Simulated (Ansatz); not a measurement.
# From F to I: the vertical ionisation energy

One atom is swapped for its congeners: SiH2F2 `F[SiH2]F`; SiH2ClF `F[SiH2]Cl`; SiH2IF `F[SiH2]I`. The Br member is missing. All are singlets with charge 0.

Shapes, held fixed at every level: PBE0-D4/def2-TZVP. Programs: Ansatz 0.2.0. Values in eV.

```csv
level,SiH2F2,SiH2ClF,SiH2IF
B3LYP-D4/def2-TZVPP,12.66,11.70,10.25
PBE0-D4/def2-TZVPP,12.62,11.71,10.22
wB97M-V/def2-TZVPP,12.78,11.90,10.21
wB97X-V/def2-TZVPP,12.84,11.98,10.29
MP2/def2-TZVPP,13.06,12.32,10.37
CCSD(T)/def2-TZVPP,13.01,12.02,10.24
```

At CCSD(T)/def2-TZVPP the vertical ionisation energy falls at every step, from 13.01 to 10.24 eV. Every level shows the same order. For atoms past krypton def2 sets carry core potentials with scalar relativity. Correlated rows may include outer-core shells of I, which these sets cover unevenly. The lone pairs of the heavier congeners lie higher, so an electron comes off more easily. Spin-orbit coupling, which grows down the group, is left out.

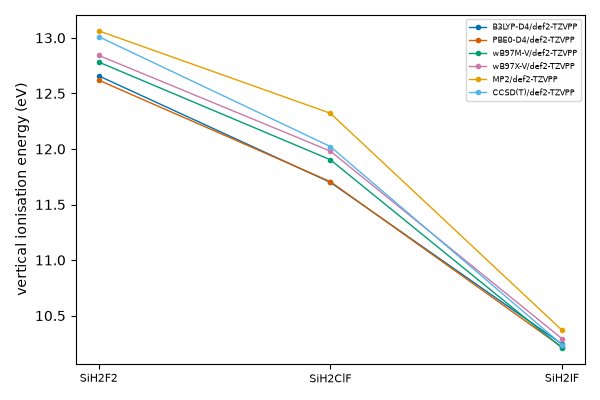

The trend along the series, level by level.
